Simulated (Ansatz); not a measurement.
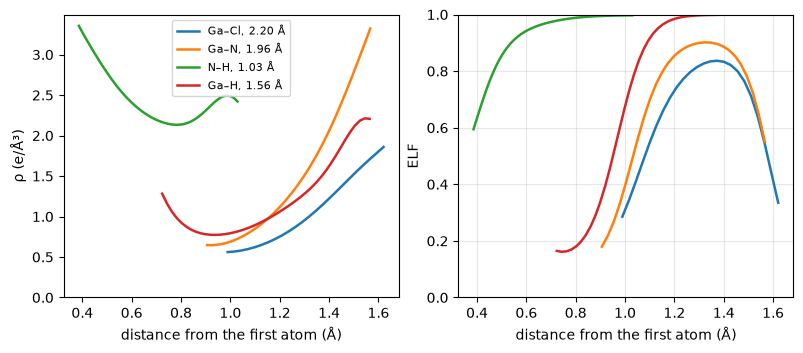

Figure 1: ClGaH5N2 (doublet). Total electron density and electron localisation function along straight lines between neighbouring atoms. The curves leave out the atomic cores.

Level of theory: UKS PBE/def2-SVP in Ansatz 0.2.0.

```xyz
9

Ga    0.0090    0.2612    0.8293
H    -0.0697    1.6368    1.5703
N     1.3019    0.1240   -0.6355
H     1.4764   -0.8032   -1.0469
H     1.3540    0.8346   -1.3778
N    -1.3328   -0.0629   -0.5619
H    -1.5258    0.6348   -1.2930
H    -1.3922   -1.0040   -0.9748
Cl    0.1792   -1.6213    1.9504
```

**Compare the contacts.**

Ga–Cl (2.20 Å): ρ at the midpoint is about 0.62 e/Å³; the ELF peaks at about 0.85 in the valence shell of Cl, 0.8 Å from its nucleus, and is about 0.55 at the midpoint.
Ga–N (1.96 Å): ρ at the midpoint is about 0.67 e/Å³; the ELF peaks at about 0.90 in the valence shell of N, 0.6 Å from its nucleus, and is about 0.35 at the midpoint.
N–H (1.03 Å): ρ is about 2.7 e/Å³ halfway; the ELF climbs to about 1 towards the hydrogen, as it does in any bond to H; a covalent bond by its length.
Ga–H (1.56 Å): ρ is about 0.98 e/Å³ halfway; the ELF climbs to about 1 towards the hydrogen.
